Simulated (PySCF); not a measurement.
```xyz
16

C    -2.5546   -1.3176   -0.5804
C    -1.2497   -1.1273   -0.4013
C    -0.6631    0.1403   -0.0372
O    -1.4945    1.1845    0.1266
C    -0.8366    2.2955    0.4607
P     0.8586    2.1616    0.6051
C     0.6719    0.4407    0.1735
C     1.7707   -0.4911    0.0652
C     3.0401   -0.1626    0.2774
H    -3.2613   -0.5147   -0.4595
H    -2.9510   -2.2798   -0.8523
H    -0.5543   -1.9435   -0.5261
H    -1.4531    3.1662    0.6055
H     1.5159   -1.5073   -0.2051
H     3.3168    0.8444    0.5477
H     3.8366   -0.8804    0.1888
```

Geometry: GFN2-xTB.

The calculation used PySCF, PBE0/def2-SVPD, SCF density, gas phase.

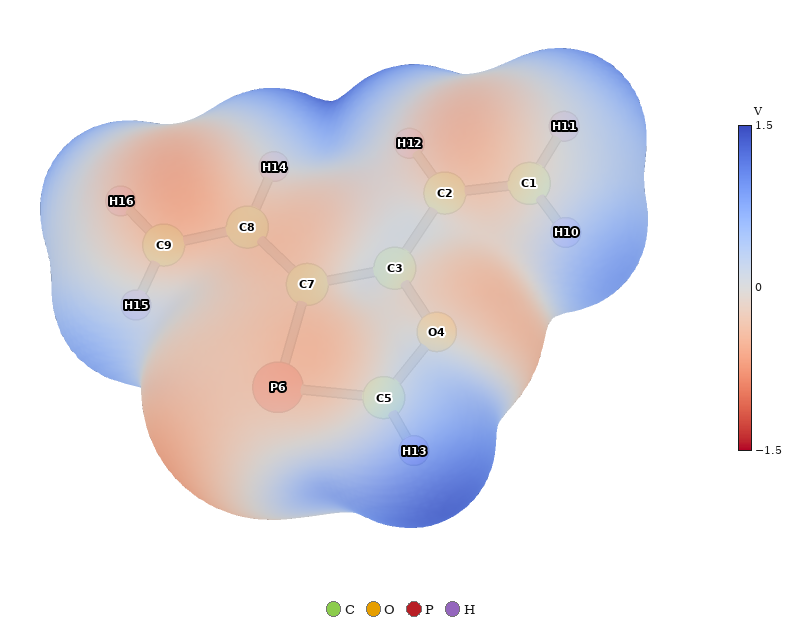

C$_{7}$H$_{7}$OP (SMILES C=Cc1ocpc1C=C). The electrostatic potential painted on the density surface at 0.002 e/bohr³, seen at a tilt; the colour scale runs from red (negative) to blue (positive).

### Where is the surface potential most negative and most positive?

The most negative region (about −0.6 V) lies over P6, C8 and C9, the most positive (about +1.3 V) over H12, H13 and H14.

### How polar is the molecule by this calculation?

Its dipole moment is 1.19 D.
